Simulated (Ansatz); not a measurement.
**F₂InNO: density, localisation and related maps**

```xyz
5

F    -0.0030   -0.2105    1.6609
F    -1.5342   -1.8868   -0.7368
In   -0.8414   -0.1397   -0.1325
N    -0.8542    2.0569   -1.2255
O    -0.3629    2.8924   -0.6019
```

Geometry: B3LYP-D3(BJ)/def2-SVP; core potentials replace the inner electrons of In.

The calculation used isolated molecule in a Gaussian basis; Kohn-Sham density functional theory, functional PBE0 (Ansatz).

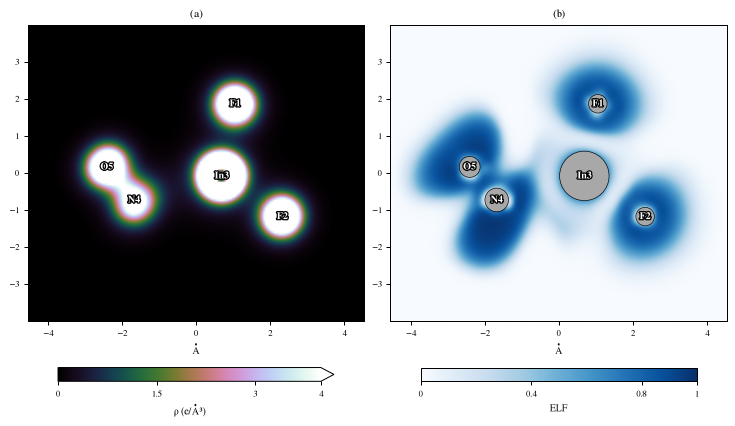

Figure 1. (a) electron density; (b) electron localisation function on the molecular plane. Grey discs cover the atomic cores in the ELF map.

### Read the bonding off the picture.

- The plane passes through F, In, N and O nuclei.
- N–O (1.15 Å): the density is about 4.2 e/Å³ at the midpoint; the ELF peaks at about 0.85 between the atoms; a multiple bond.
- In–F (1.97 Å): the density is about 0.74 e/Å³ at the midpoint; the ELF peaks at about 0.80 in the valence shell of F, 0.5 Å from its nucleus, and drops to about 0.15 between the two atoms.
- In–N (2.45 Å): ρ at the midpoint is about 0.39 e/Å³; the ELF peaks at about 0.90 in the valence shell of N, 0.6 Å from its nucleus, and drops to about 0.20 between the two atoms.
- The ELF also peaks beside F2, N4, O5 and F1, away from the bonds: lone-pair regions.

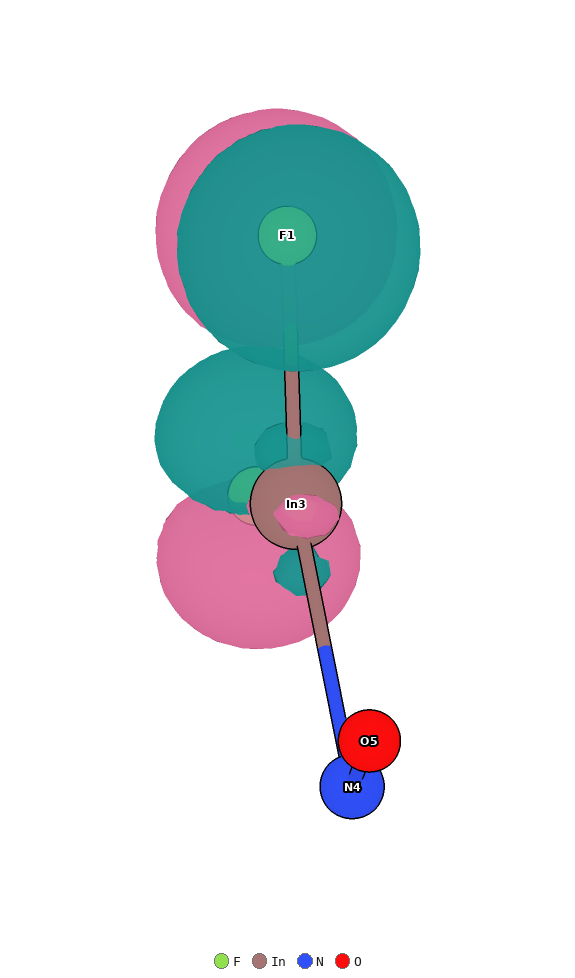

Figure 2. The HOMO−1 at ±0.15 Å⁻³ᐟ² (teal and pink are the two phases), seen at an oblique angle.

### Describe this orbital and give its energy.

Its weight (Hirshfeld) is mainly on F1 (about 65 %) and F2 (about 30 %); it is symmetric in the molecular plane (an in-plane orbital: σ, lone-pair or in-plane π type). Its energy is −10.16 eV.
